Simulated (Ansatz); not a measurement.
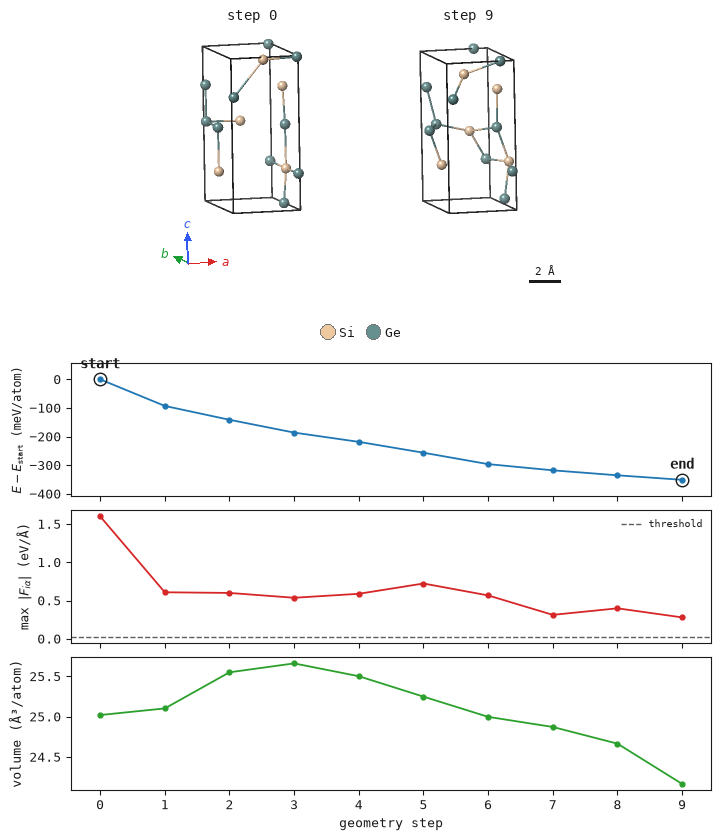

First and last geometry of a relaxation of crystalline Si$_{2}$Ge$_{3}$ (a generated structure, set up in P1) (coarse preliminary run), with the history of the run. The picture is a ball-and-stick view of the cell of the calculation, seen slightly off an axis.

Theory: DFT PBE, scalar-relativistic, plane waves, PAW (Ansatz). (plane-wave cutoff 420 eV; k-point mesh 4 × 4 × 2; occupations gaussian; smearing width 0.2 eV; no spin polarisation; cell and atoms relaxed; force threshold 0.025 eV/Å; at most 60 steps)

> Read the history and describe the run.

The run was cut off at its time limit before the relaxation converged, so the last structure is only a point on the way. A Si atom moves most relative to the cell: 1.36 Å along [−2 3 −1]. Largest moves by element: Si 1.36 Å, Ge 0.84 Å. The volume changes by −3.4 %, with a 4.873 → 4.934 Å (+1.2 %), b 4.959 → 4.892 Å (−1.3 %), c 10.371 → 10.050 Å (−3.1 %), α 87.5° → 87.6°, β 91.6° → 91.9°, γ 88.5° → 86.1°. Near-neighbour distances that change, for instance: Si–Si 4.018 → 2.584 Å, Ge–Si 3.632 → 2.427 Å, Ge–Si 3.467 → 2.478 Å, Ge–Si 3.239 → 2.476 Å. Bond angles that change, for instance: Ge–Ge–Ge 174.0° → 119.5°, Ge–Ge–Ge 174.4° → 132.0°, Si–Ge–Ge 91.7° → 129.0°. The space group stays P1 (No. 1). Over 9 geometry steps the energy falls by 351 meV per atom. Largest force component: 1.6 eV/Å at the start, 0.28 eV/Å at the end. The pressure goes from 3.13 to −0.24 GPa. The run took 4.4 min on 1 thread of Arm Neoverse V2, on a shared host, peak memory 0.53 GiB.

| step | E − E(0), meV/atom | largest force component, eV/Å | pressure, GPa | volume, Å³/atom |
| --- | --- | --- | --- | --- |
| 0 | 0.00 | 1.6006 | 3.13 | 25.020 |
| 1 | -92.90 | 0.6082 | 1.62 | 25.102 |
| 2 | -141.25 | 0.5995 | 0.12 | 25.550 |
| 3 | -186.04 | 0.5365 | -0.42 | 25.661 |
| 4 | -218.41 | 0.5884 | -0.20 | 25.502 |
| 5 | -256.40 | 0.7229 | 0.03 | 25.249 |
| 6 | -296.23 | 0.5672 | 0.23 | 24.998 |
| 7 | -317.87 | 0.3130 | 0.01 | 24.872 |
| 8 | -335.31 | 0.3984 | -0.09 | 24.665 |
| 9 | -351.02 | 0.2798 | -0.24 | 24.165 |
